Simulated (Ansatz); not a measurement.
# The HOMO–LUMO gap down a group: F to I

One atom is swapped for its congeners: C2F4 (tetrafluoroethylene) `FC(F)=C(F)F`; C2ClF3 (chlorotrifluoroethylene) `FC(F)=C(F)Cl`; C2F3I (trifluoroiodoethylene) `FC(F)=C(F)I`. The Br member is missing. All are singlets with charge 0.

Shapes, held fixed at every level: PBE0-D4/def2-TZVP. Programs: Ansatz 0.2.0. Values in eV.

```csv
level,C2F4,C2ClF3,C2F3I
PBE-D4/def2-TZVPP,5.88,5.35,3.75
r2SCAN-D4/def2-TZVPP,6.40,5.82,4.18
B3LYP-D4/def2-TZVPP,7.87,7.23,5.43
r2SCAN0-D4/def2-TZVPP,8.75,8.02,6.17
wB97X-V/def2-TZVPP,13.22,12.40,10.33
wB97M-V/def2-TZVPP,13.03,12.22,10.08
```

At wB97M-V/def2-TZVPP the HOMO–LUMO gap falls at every step, from 13.03 to 10.08 eV. Every level shows the same order. For atoms past krypton def2 sets carry core potentials with scalar relativity. Orbital gaps aren't excitation energies, and the LUMO depends on the basis.

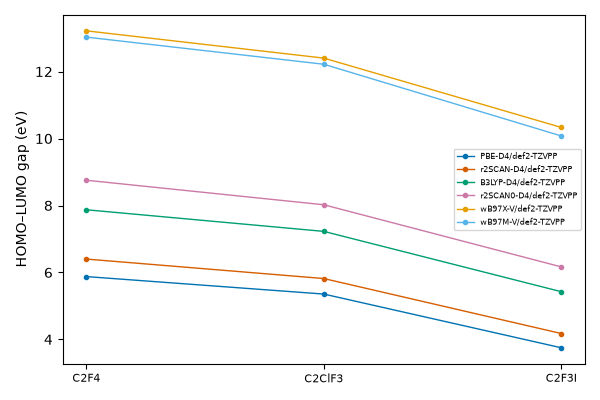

The trend along the series, level by level.
